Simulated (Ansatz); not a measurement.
# H₆NOSi− (SMILES [OH-].[SiH3]N): molecular dynamics

Aim: follow the atoms for 80 steps of 0.5 fs with a Langevin thermostat, with velocities drawn for 1500 K.

Computed with Ansatz 0.2.0, Gaussian basis. Level: SPW92/def2-SVP.

## 1. Where the work starts

The start, a pair relaxed at PBE0-D4: 9 atoms, charge -1, spin multiplicity 1.

Atoms are counted from 1 here; the program's logs count them from 0.

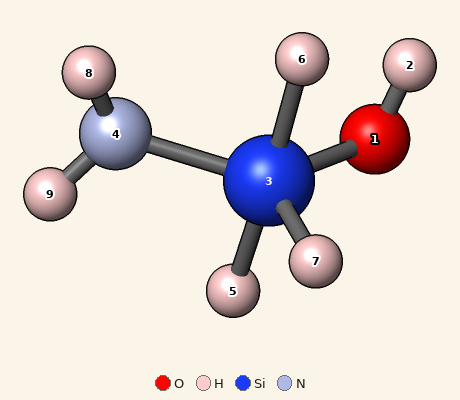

Start geometry, drawn with oxygen red, hydrogen pink, silicon blue, nitrogen light blue; atoms are numbered from 1 in the order of the file.

Coordinates:

```xyz
9
charge -1, multiplicity 1
O     0.5109    0.2861   -1.7857
H    -0.2310    0.8061   -2.1079
Si    0.3345    0.2566   -0.0751
N    -0.6036   -0.9259    0.8509
H     1.5892   -0.6811    0.0081
H    -1.0237    1.1193   -0.2349
H     1.0193    1.4006    0.6822
H    -1.4822   -0.6457    1.2613
H    -0.1132   -1.6160    1.4011
```

## 2. The run

File md/in.yaml:

```yaml
crystal:
  periodic: [false, false, false]
  atoms:
    - {symbol: O, position_ang: [0.510862, 0.286051, -1.785701]}
    - {symbol: H, position_ang: [-0.231034, 0.806133, -2.107875]}
    - {symbol: Si, position_ang: [0.334482, 0.256592, -0.075050]}
    - {symbol: N, position_ang: [-0.603639, -0.925859, 0.850931]}
    - {symbol: H, position_ang: [1.589155, -0.681117, 0.008053]}
    - {symbol: H, position_ang: [-1.023655, 1.119320, -0.234934]}
    - {symbol: H, position_ang: [1.019286, 1.400566, 0.682192]}
    - {symbol: H, position_ang: [-1.482171, -0.645682, 1.261273]}
    - {symbol: H, position_ang: [-0.113188, -1.616003, 1.401110]}
basis:
  gaussian: {orbitals: def2-SVP}
total_charge: -1
hamiltonian: {xc: lda}
md: {n_steps: 80, timestep: 0.5, temperature: 1500, ensemble: nvt_langevin, seed: 676, friction: 0.05, initial_velocities: maxwell_boltzmann}
```

Command:

```sh
ansatz run in.yaml --threads 4 --pin off --events-out ev --progress --plain --max-ram 9574MiB
```

Standard output:

```text
Functional definition: SPW92
  name "SPW92"
  cite "Dirac, Proc. Camb. Phil. Soc. 26, 376 (1930) doi:10.1017/S0305004100016108"
  cite "Slater, Phys. Rev. 81, 385 (1951) doi:10.1103/PhysRev.81.385"
  cite "Perdew & Wang, Phys. Rev. B 45, 13244 (1992) doi:10.1103/PhysRevB.45.13244"
  exchange = slater_x
  correlation = pw_c
859 factors; their error is unknown
mean field evaluation 1: about -11444.5413 eV, gradient 4.2e1 eV
mean field evaluation 2: about -11435.5424 eV, gradient 7.7e1 eV
mean field evaluation 4: about -11448.2501 eV, gradient 2.0e0 eV
mean field evaluation 8: about -11448.2598 eV, gradient 2.0e-1 eV
mean field evaluation 16: about -11448.2129 eV, gradient 4.9e-5 eV
mean field -11448.21290313 eV, -420.7140643126 hartree, gradient 4.9e-5 eV, S^2 0.000000; 0 other end points of the search recorded, 0 dependent functions left out
the calculation of the forces begins
reference -11448.21293341 eV, -420.7140654255 hartree; 18, 18 occupied and 58, 58 virtual orbitals, 859 factors
md step     0: t =     0.00 fs  T =  1333.3 K  F+E_penalty+E_count = -11448.21290313 eV  E_kin = 1.551120 eV  (25 SCF iters)
these checks for a lower state are left out or cut short: starts, cluster_reference, orbital_swaps, neighbouring_geometries, increment
859 factors; their error is unknown
mean field -11448.10946174 eV, -420.7102629116 hartree, gradient 2.0e-5 eV, S^2 0.000000; 0 other end points of the search recorded, 0 dependent functions left out
the calculation of the forces begins
reference -11448.10949213 eV, -420.7102640286 hartree; 18, 18 occupied and 58, 58 virtual orbitals, 859 factors
md step     1: t =     0.50 fs  T =  1250.3 K  F+E_penalty+E_count = -11448.10946174 eV  E_kin = 1.454523 eV  (27 SCF iters)
these checks for a lower state are left out or cut short: starts, cluster_reference, orbital_swaps, neighbouring_geometries, increment
859 factors; their error is unknown
mean field -11447.94234676 eV, -420.7041215493 hartree, gradient 1.9e-5 eV, S^2 0.000000; 0 other end points of the search recorded, 0 dependent functions left out
the calculation of the forces begins
reference -11447.94237721 eV, -420.7041226683 hartree; 18, 18 occupied and 58, 58 virtual orbitals, 859 factors
md step     2: t =     1.00 fs  T =  1178.1 K  F+E_penalty+E_count = -11447.94234676 eV  E_kin = 1.370510 eV  (27 SCF iters)
[... from here on, the SCF cycles and remarks between the steps are left out ...]
md step     3: t =     1.50 fs  T =  1067.8 K  F+E_penalty+E_count = -11447.81182399 eV  E_kin = 1.242247 eV  (27 SCF iters)
md step     4: t =     2.00 fs  T =  1328.3 K  F+E_penalty+E_count = -11447.78373857 eV  E_kin = 1.545314 eV  (27 SCF iters)
md step     5: t =     2.50 fs  T =  1407.6 K  F+E_penalty+E_count = -11447.83588545 eV  E_kin = 1.637470 eV  (27 SCF iters)
md step     6: t =     3.00 fs  T =  1318.6 K  F+E_penalty+E_count = -11447.91103492 eV  E_kin = 1.534016 eV  (27 SCF iters)
md step     7: t =     3.50 fs  T =  1419.5 K  F+E_penalty+E_count = -11447.95369730 eV  E_kin = 1.651363 eV  (27 SCF iters)
md step     8: t =     4.00 fs  T =  1334.0 K  F+E_penalty+E_count = -11447.92149147 eV  E_kin = 1.551943 eV  (28 SCF iters)
md step     9: t =     4.50 fs  T =  1241.6 K  F+E_penalty+E_count = -11447.79345135 eV  E_kin = 1.444442 eV  (29 SCF iters)
md step    10: t =     5.00 fs  T =  1180.4 K  F+E_penalty+E_count = -11447.59745783 eV  E_kin = 1.373176 eV  (29 SCF iters)
md step    11: t =     5.50 fs  T =  1071.7 K  F+E_penalty+E_count = -11447.37048842 eV  E_kin = 1.246778 eV  (29 SCF iters)
md step    12: t =     6.00 fs  T =   845.2 K  F+E_penalty+E_count = -11447.18159073 eV  E_kin = 0.983265 eV  (29 SCF iters)
md step    13: t =     6.50 fs  T =   757.9 K  F+E_penalty+E_count = -11447.06000259 eV  E_kin = 0.881666 eV  (31 SCF iters)
md step    14: t =     7.00 fs  T =   905.5 K  F+E_penalty+E_count = -11447.01496007 eV  E_kin = 1.053446 eV  (30 SCF iters)
md step    15: t =     7.50 fs  T =   870.7 K  F+E_penalty+E_count = -11447.04498654 eV  E_kin = 1.012901 eV  (30 SCF iters)
md step    16: t =     8.00 fs  T =   935.3 K  F+E_penalty+E_count = -11447.13109563 eV  E_kin = 1.088130 eV  (29 SCF iters)
md step    17: t =     8.50 fs  T =  1018.0 K  F+E_penalty+E_count = -11447.25118540 eV  E_kin = 1.184249 eV  (27 SCF iters)
md step    18: t =     9.00 fs  T =  1276.0 K  F+E_penalty+E_count = -11447.36659012 eV  E_kin = 1.484452 eV  (29 SCF iters)
md step    19: t =     9.50 fs  T =  1293.9 K  F+E_penalty+E_count = -11447.42703558 eV  E_kin = 1.505210 eV  (29 SCF iters)
md step    20: t =    10.00 fs  T =  1319.9 K  F+E_penalty+E_count = -11447.39818230 eV  E_kin = 1.535499 eV  (28 SCF iters)
md step    21: t =    10.50 fs  T =  1169.8 K  F+E_penalty+E_count = -11447.28403690 eV  E_kin = 1.360887 eV  (28 SCF iters)
md step    22: t =    11.00 fs  T =   954.5 K  F+E_penalty+E_count = -11447.13946793 eV  E_kin = 1.110429 eV  (28 SCF iters)
md step    23: t =    11.50 fs  T =   922.4 K  F+E_penalty+E_count = -11447.02976722 eV  E_kin = 1.073027 eV  (27 SCF iters)
md step    24: t =    12.00 fs  T =  1060.7 K  F+E_penalty+E_count = -11447.00504623 eV  E_kin = 1.233994 eV  (27 SCF iters)
md step    25: t =    12.50 fs  T =  1239.3 K  F+E_penalty+E_count = -11447.10824484 eV  E_kin = 1.441679 eV  (27 SCF iters)
md step    26: t =    13.00 fs  T =  1430.1 K  F+E_penalty+E_count = -11447.32104317 eV  E_kin = 1.663718 eV  (27 SCF iters)
md step    27: t =    13.50 fs  T =  1495.7 K  F+E_penalty+E_count = -11447.49084033 eV  E_kin = 1.739971 eV  (27 SCF iters)
md step    28: t =    14.00 fs  T =  1411.1 K  F+E_penalty+E_count = -11447.55674418 eV  E_kin = 1.641549 eV  (28 SCF iters)
md step    29: t =    14.50 fs  T =  1281.4 K  F+E_penalty+E_count = -11447.55610743 eV  E_kin = 1.490719 eV  (29 SCF iters)
md step    30: t =    15.00 fs  T =  1260.0 K  F+E_penalty+E_count = -11447.50556526 eV  E_kin = 1.465779 eV  (29 SCF iters)
md step    31: t =    15.50 fs  T =  1185.0 K  F+E_penalty+E_count = -11447.41101761 eV  E_kin = 1.378574 eV  (29 SCF iters)
md step    32: t =    16.00 fs  T =  1136.0 K  F+E_penalty+E_count = -11447.31348307 eV  E_kin = 1.321560 eV  (29 SCF iters)
md step    33: t =    16.50 fs  T =  1183.2 K  F+E_penalty+E_count = -11447.23440067 eV  E_kin = 1.376432 eV  (29 SCF iters)
md step    34: t =    17.00 fs  T =  1047.1 K  F+E_penalty+E_count = -11447.17919798 eV  E_kin = 1.218181 eV  (29 SCF iters)
md step    35: t =    17.50 fs  T =   894.0 K  F+E_penalty+E_count = -11447.17341858 eV  E_kin = 1.040079 eV  (30 SCF iters)
md step    36: t =    18.00 fs  T =  1002.9 K  F+E_penalty+E_count = -11447.22307058 eV  E_kin = 1.166718 eV  (30 SCF iters)
md step    37: t =    18.50 fs  T =   957.0 K  F+E_penalty+E_count = -11447.30862169 eV  E_kin = 1.113356 eV  (27 SCF iters)
md step    38: t =    19.00 fs  T =  1215.3 K  F+E_penalty+E_count = -11447.40965376 eV  E_kin = 1.413789 eV  (29 SCF iters)
md step    39: t =    19.50 fs  T =  1246.3 K  F+E_penalty+E_count = -11447.51050691 eV  E_kin = 1.449844 eV  (29 SCF iters)
md step    40: t =    20.00 fs  T =  1298.6 K  F+E_penalty+E_count = -11447.59567060 eV  E_kin = 1.510769 eV  (29 SCF iters)
md step    41: t =    20.50 fs  T =  1301.9 K  F+E_penalty+E_count = -11447.64955831 eV  E_kin = 1.514510 eV  (29 SCF iters)
md step    42: t =    21.00 fs  T =  1373.7 K  F+E_penalty+E_count = -11447.65760483 eV  E_kin = 1.598024 eV  (28 SCF iters)
md step    43: t =    21.50 fs  T =  1192.6 K  F+E_penalty+E_count = -11447.59710042 eV  E_kin = 1.387454 eV  (28 SCF iters)
md step    44: t =    22.00 fs  T =  1173.3 K  F+E_penalty+E_count = -11447.47359382 eV  E_kin = 1.364900 eV  (27 SCF iters)
md step    45: t =    22.50 fs  T =  1023.5 K  F+E_penalty+E_count = -11447.32906705 eV  E_kin = 1.190645 eV  (27 SCF iters)
md step    46: t =    23.00 fs  T =  1074.9 K  F+E_penalty+E_count = -11447.23145834 eV  E_kin = 1.250495 eV  (27 SCF iters)
md step    47: t =    23.50 fs  T =  1179.7 K  F+E_penalty+E_count = -11447.16430074 eV  E_kin = 1.372450 eV  (27 SCF iters)
md step    48: t =    24.00 fs  T =  1055.6 K  F+E_penalty+E_count = -11447.13335964 eV  E_kin = 1.227994 eV  (27 SCF iters)
md step    49: t =    24.50 fs  T =   976.7 K  F+E_penalty+E_count = -11447.12209749 eV  E_kin = 1.136247 eV  (27 SCF iters)
md step    50: t =    25.00 fs  T =   999.4 K  F+E_penalty+E_count = -11447.12275076 eV  E_kin = 1.162600 eV  (27 SCF iters)
md step    51: t =    25.50 fs  T =   947.9 K  F+E_penalty+E_count = -11447.13330479 eV  E_kin = 1.102767 eV  (27 SCF iters)
md step    52: t =    26.00 fs  T =   944.3 K  F+E_penalty+E_count = -11447.12338115 eV  E_kin = 1.098588 eV  (27 SCF iters)
md step    53: t =    26.50 fs  T =   965.2 K  F+E_penalty+E_count = -11447.08915817 eV  E_kin = 1.122813 eV  (27 SCF iters)
md step    54: t =    27.00 fs  T =   848.2 K  F+E_penalty+E_count = -11447.05648192 eV  E_kin = 0.986759 eV  (27 SCF iters)
md step    55: t =    27.50 fs  T =   983.6 K  F+E_penalty+E_count = -11447.04055662 eV  E_kin = 1.144297 eV  (29 SCF iters)
md step    56: t =    28.00 fs  T =  1029.9 K  F+E_penalty+E_count = -11447.05157054 eV  E_kin = 1.198169 eV  (29 SCF iters)
md step    57: t =    28.50 fs  T =   958.0 K  F+E_penalty+E_count = -11447.08029957 eV  E_kin = 1.114455 eV  (26 SCF iters)
md step    58: t =    29.00 fs  T =  1048.4 K  F+E_penalty+E_count = -11447.11506134 eV  E_kin = 1.219599 eV  (29 SCF iters)
md step    59: t =    29.50 fs  T =  1170.1 K  F+E_penalty+E_count = -11447.16096452 eV  E_kin = 1.361173 eV  (29 SCF iters)
md step    60: t =    30.00 fs  T =  1339.9 K  F+E_penalty+E_count = -11447.20337935 eV  E_kin = 1.558702 eV  (29 SCF iters)
md step    61: t =    30.50 fs  T =  1469.5 K  F+E_penalty+E_count = -11447.20590529 eV  E_kin = 1.709573 eV  (29 SCF iters)
md step    62: t =    31.00 fs  T =  1404.1 K  F+E_penalty+E_count = -11447.16292088 eV  E_kin = 1.633450 eV  (29 SCF iters)
md step    63: t =    31.50 fs  T =  1321.4 K  F+E_penalty+E_count = -11447.10842703 eV  E_kin = 1.537236 eV  (29 SCF iters)
md step    64: t =    32.00 fs  T =  1411.8 K  F+E_penalty+E_count = -11447.06242637 eV  E_kin = 1.642423 eV  (29 SCF iters)
md step    65: t =    32.50 fs  T =  1397.2 K  F+E_penalty+E_count = -11447.03460174 eV  E_kin = 1.625368 eV  (29 SCF iters)
md step    66: t =    33.00 fs  T =  1348.3 K  F+E_penalty+E_count = -11447.04500728 eV  E_kin = 1.568566 eV  (29 SCF iters)
md step    67: t =    33.50 fs  T =  1306.9 K  F+E_penalty+E_count = -11447.07579921 eV  E_kin = 1.520382 eV  (29 SCF iters)
md step    68: t =    34.00 fs  T =  1170.0 K  F+E_penalty+E_count = -11447.09883530 eV  E_kin = 1.361085 eV  (29 SCF iters)
md step    69: t =    34.50 fs  T =  1073.9 K  F+E_penalty+E_count = -11447.11062852 eV  E_kin = 1.249349 eV  (30 SCF iters)
md step    70: t =    35.00 fs  T =   957.2 K  F+E_penalty+E_count = -11447.12193230 eV  E_kin = 1.113531 eV  (28 SCF iters)
md step    71: t =    35.50 fs  T =   993.2 K  F+E_penalty+E_count = -11447.12888921 eV  E_kin = 1.155445 eV  (28 SCF iters)
md step    72: t =    36.00 fs  T =  1108.5 K  F+E_penalty+E_count = -11447.11680446 eV  E_kin = 1.289543 eV  (27 SCF iters)
md step    73: t =    36.50 fs  T =  1091.7 K  F+E_penalty+E_count = -11447.09561112 eV  E_kin = 1.270012 eV  (28 SCF iters)
md step    74: t =    37.00 fs  T =  1214.2 K  F+E_penalty+E_count = -11447.08836894 eV  E_kin = 1.412559 eV  (28 SCF iters)
md step    75: t =    37.50 fs  T =  1162.3 K  F+E_penalty+E_count = -11447.10853061 eV  E_kin = 1.352176 eV  (26 SCF iters)
md step    76: t =    38.00 fs  T =  1262.3 K  F+E_penalty+E_count = -11447.15785915 eV  E_kin = 1.468520 eV  (27 SCF iters)
md step    77: t =    38.50 fs  T =  1391.6 K  F+E_penalty+E_count = -11447.25004868 eV  E_kin = 1.618946 eV  (28 SCF iters)
md step    78: t =    39.00 fs  T =  1346.1 K  F+E_penalty+E_count = -11447.34883093 eV  E_kin = 1.566020 eV  (27 SCF iters)
md step    79: t =    39.50 fs  T =  1517.6 K  F+E_penalty+E_count = -11447.41503488 eV  E_kin = 1.765459 eV  (27 SCF iters)
these checks for a lower state are left out or cut short: starts, cluster_reference, orbital_swaps, neighbouring_geometries, increment
859 factors; their error is unknown
mean field -11447.42955593 eV, -420.6852768341 hartree, gradient 2.3e-5 eV, S^2 0.000000; 0 other end points of the search recorded, 0 dependent functions left out
the calculation of the forces begins
reference -11447.42958606 eV, -420.6852779411 hartree; 18, 18 occupied and 58, 58 virtual orbitals, 859 factors
859 factors; their error is unknown
mean field evaluation 672: about -11447.4296 eV, gradient 7.5e-5 eV
mean field -11447.42955593 eV, -420.6852768341 hartree, gradient 2.3e-5 eV, S^2 0.000000; 1 other end points of the search recorded, 0 dependent functions left out
the calculation of the forces begins
reference -11447.42958606 eV, -420.6852779411 hartree; 18, 18 occupied and 58, 58 virtual orbitals, 859 factors
md step    80: t =    40.00 fs  T =  1391.9 K  F+E_penalty+E_count = -11447.42955593 eV  E_kin = 1.619286 eV  (27 SCF iters)
Total energy: -11447.42958606 eV, -420.6852779411 hartree
Atom 0 at     0.676477    -0.091181    -1.721001 Å, force    -1.342229     0.231274    -0.516073 eV/Å
Atom 1 at    -0.161031     0.385673    -2.043167 Å, force     1.235450    -0.539482     0.365985 eV/Å
Atom 2 at     0.380975     0.168315    -0.050363 Å, force    -2.005454     2.224278    -0.318762 eV/Å
Atom 3 at    -0.904597    -0.819108     0.795510 Å, force    -1.010499    -0.516222    -0.147593 eV/Å
Atom 4 at     1.440848    -0.726461     0.484939 Å, force     0.826612    -0.567574     0.521301 eV/Å
Atom 5 at    -0.941985     1.246098    -0.335777 Å, force     0.214129    -0.524768    -0.509895 eV/Å
Atom 6 at     1.143486     1.651369     0.207922 Å, force    -0.183945    -1.145038     0.493339 eV/Å
Atom 7 at    -1.942672    -1.003033     0.506532 Å, force     2.227626     0.941714     0.585812 eV/Å
Atom 8 at    -0.634099    -1.453718     1.571772 Å, force     0.038309    -0.104184    -0.474114 eV/Å
Dipole moment:    -0.375008    -0.569119     0.010973 e Å
```

Run time: 13 s. Hardware: 4 threads of AMD EPYC 9R45, shared host.

## 3. The trajectory

One row in 5 steps:

```
time (fs)  T (K)  potential (meV)  potential + kinetic (meV)  Si3–H5 (Å)  Si3–H6 (Å)  O1–H2 (Å)
     0.00   1333              0.0                        0.0       1.569       1.617      0.962
     2.50   1408            377.0                      463.4       1.624       1.743      0.899
     5.00   1180            615.4                      437.5       1.597       1.861      1.055
     7.50    871           1167.9                      629.7       1.580       1.953      1.139
    10.00   1320            814.7                      799.1       1.529       2.001      0.996
    12.50   1239           1104.7                      995.2       1.488       1.966      0.884
    15.00   1260            707.3                      622.0       1.487       1.882      1.070
    17.50    894           1039.5                      528.4       1.596       1.785      1.183
    20.00   1299            617.2                      576.9       1.736       1.697      1.086
    22.50   1023            883.8                      523.4       1.829       1.633      0.924
    25.00    999           1090.2                      701.6       1.866       1.624      0.942
    27.50    984           1172.3                      765.5       1.861       1.676      1.039
    30.00   1340           1009.5                     1017.1       1.785       1.779      1.120
    32.50   1397           1178.3                     1252.5       1.647       1.874      1.111
    35.00    957           1091.0                      653.4       1.519       1.890      1.002
    37.50   1162           1104.4                      905.4       1.439       1.823      0.936
    40.00   1392            783.3                      851.5       1.487       1.730      1.016
```

Energies count from the start.

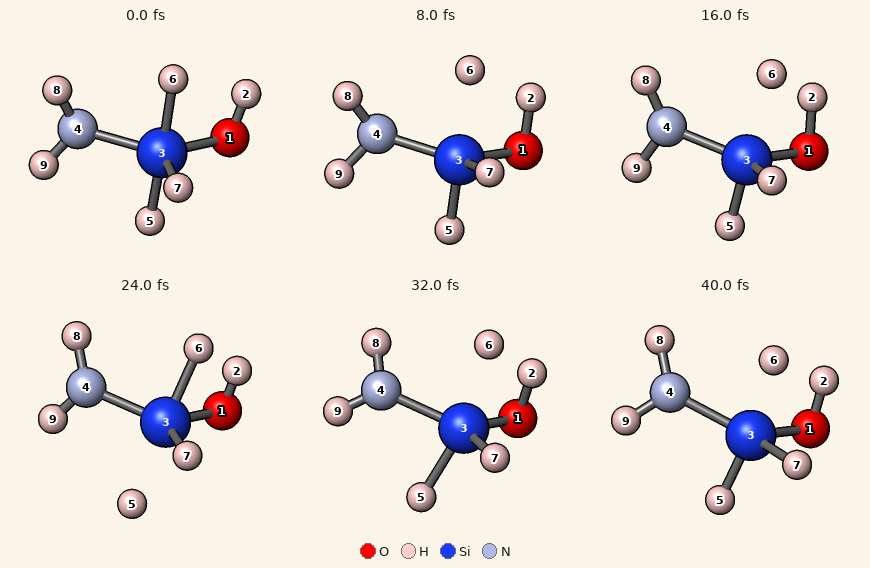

Six frames.

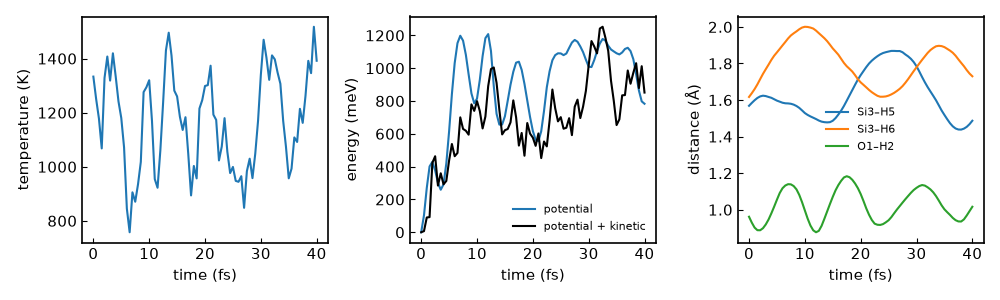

Temperature, energies and the distances followed.

Positions (Å) and forces (eV/Å) at 16.00 fs:

```xyz
9

O     0.553    0.058   -1.727   -3.463    1.649   -0.098
H    -0.462    0.553   -1.836    2.874   -1.157    0.072
Si    0.280    0.256   -0.030   -1.272   -0.825   -2.033
N    -0.807   -0.823    0.802    1.622   -2.327    1.221
H     1.465   -0.678    0.157    0.732   -0.321    0.772
H    -1.220    1.206   -0.543    0.265   -0.319    0.005
H     0.750    1.516    0.497    0.639    1.142    0.906
H    -1.824   -0.733    1.020    0.919   -0.200   -0.169
H    -0.184   -1.706    1.154   -2.317    2.358   -0.676
```

Positions (Å) and forces (eV/Å) at 40.00 fs:

```xyz
9

O     0.676   -0.091   -1.721   -1.342    0.231   -0.516
H    -0.161    0.386   -2.043    1.235   -0.539    0.366
Si    0.381    0.168   -0.050   -2.005    2.224   -0.319
N    -0.905   -0.819    0.796   -1.010   -0.516   -0.148
H     1.441   -0.726    0.485    0.827   -0.568    0.521
H    -0.942    1.246   -0.336    0.214   -0.525   -0.510
H     1.143    1.651    0.208   -0.184   -1.145    0.493
H    -1.943   -1.003    0.507    2.228    0.942    0.586
H    -0.634   -1.454    1.572    0.038   -0.104   -0.474
```

## 4. Results

| quantity | value |
| --- | --- |
| length | 80 steps, 40.0 fs |
| temperature at the start | 1333 K |
| mean temperature, second half | 1176 K |
| lowest and highest potential energy, from the first frame | 0 and 1208 meV |
| largest change of potential + kinetic | 1252.5 meV |

What this shows: The thermostat trades energy with the molecule, so the sum of potential and kinetic energy isn't conserved: it changes by +852 meV over the run. The mean temperature of the second half is still well below the 1500 K set. The instant temperature ranges from 758 to 1518 K, as energy passes between motion and strain. No bond breaks or forms, judged by distance. Under Langevin the temperature counts 3N degrees of freedom, more than the drawn velocities fill, so it starts at 1333 K, not 1500 K.
